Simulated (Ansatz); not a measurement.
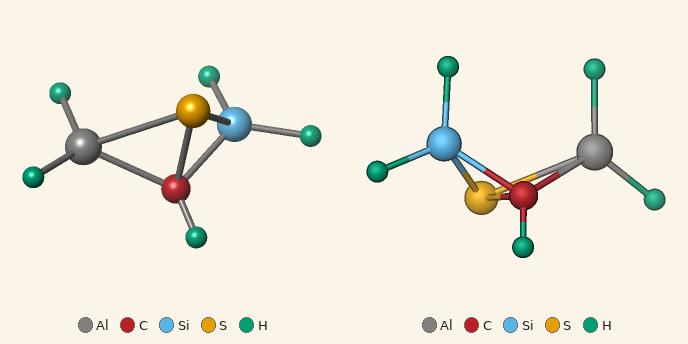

The same structure drawn twice, from different directions.

The geometry was computed by an optimisation with PBE0-D4/def2-TZVP.

What does the picture show?

It has 9 atoms: 1 carbon, 5 hydrogen, 1 aluminium, 1 sulfur and 1 silicon (CH5AlSSi). The point group is C1. Coordination, clear cases only: 1 S trigonal pyramidal.

The parts below concern this one geometry. Atoms keep their numbers from picture to picture.

### Thermal motion

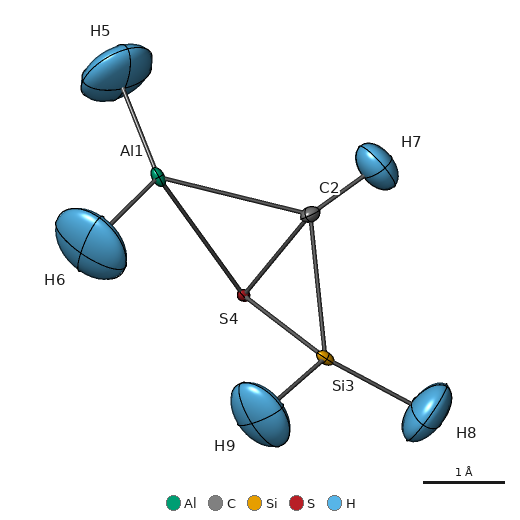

Displacement ellipsoids at the 50 % level, enlarged 1.5 times, from the internal vibrations of the free molecule (harmonic, no overall translation or rotation; no half-axis is drawn under 0.075 Å). Vibrations computed with RKS PBE0-D4/def2-TZVP (Ansatz 0.2.0). Temperature: 298 K.

Give the displacement parameters, one line for each set of equivalent atoms.

```csv
atom,U_eq (Å²),rms amplitudes (Å)
Al1,0.0017,"0.019, 0.041, 0.055"
C2,0.0033,"0.040, 0.056, 0.072"
Si3,0.0013,"0.018, 0.028, 0.053"
S4,0.0011,"0.021, 0.030, 0.046"
H5,0.0349,"0.103, 0.208, 0.226"
H6,0.0358,"0.096, 0.212, 0.230"
H7,0.0161,"0.092, 0.137, 0.145"
H8,0.0252,"0.097, 0.176, 0.187"
H9,0.0261,"0.088, 0.170, 0.204"
```

### Electronic properties

Method: RKS PBE0-D4/def2-QZVPP (Ansatz 0.2.0).

Computed properties:

- HOMO energy (Kohn–Sham orbital): −7.53 eV
- LUMO energy (Kohn–Sham orbital): −1.03 eV
- HOMO–LUMO gap: 6.50 eV
- dispersion correction: −20.6 kJ/mol

### Dipole moment

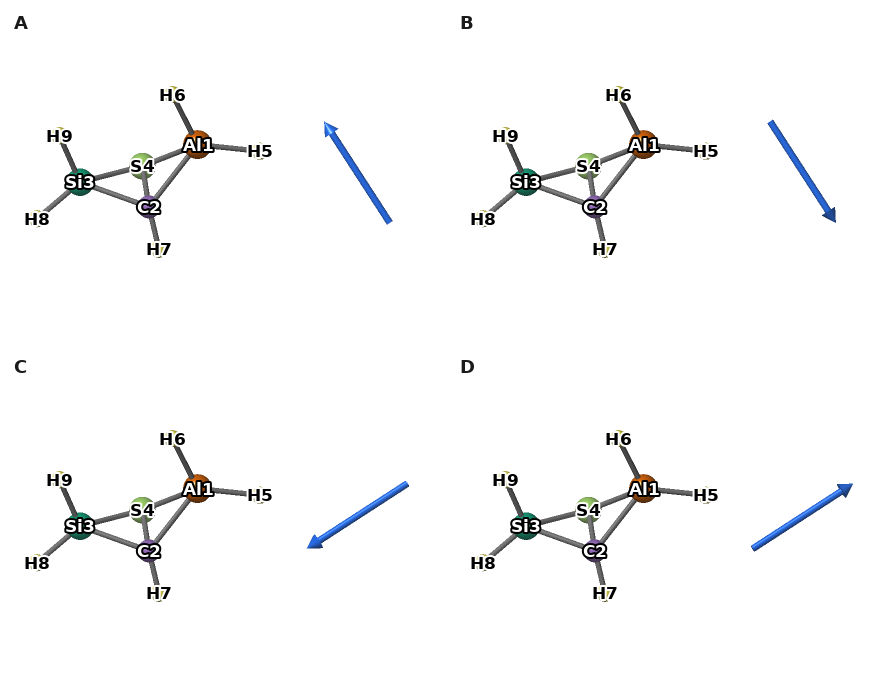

The same molecule four times, each with an arrow. Level of theory: RKS PBE0-D4/def2-TZVP (Ansatz 0.2.0).

Which arrow points along the dipole moment, from the negative to the positive end?

Answer. C. The dipole moment is 2.61 D; it points from the side of H5 to the side of H8 (the outermost atoms at the two ends).

### Charges

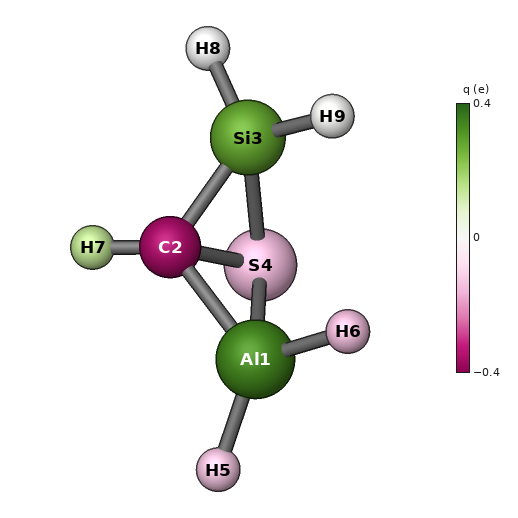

Atoms are coloured by their Mulliken charges. Level of theory: RKS ωB97M-V/def2-TZVPP (Ansatz 0.2.0).

Which atom carries the highest charge (most positive or least negative)?

Answer. Al1 (0.34 e).

And the lowest?

Answer. C2 (−0.36 e).

List the Mulliken charges.

| atom | value (e) |
| --- | --- |
| Al1 | 0.34 |
| C2 | −0.36 |
| Si3 | 0.28 |
| S4 | −0.15 |
| H5 | −0.13 |
| H6 | −0.14 |
| H7 | 0.14 |
| H8 | 0.00 |
| H9 | 0.01 |

Mulliken values depend strongly on the basis set and can even reverse the polarity of a bond.
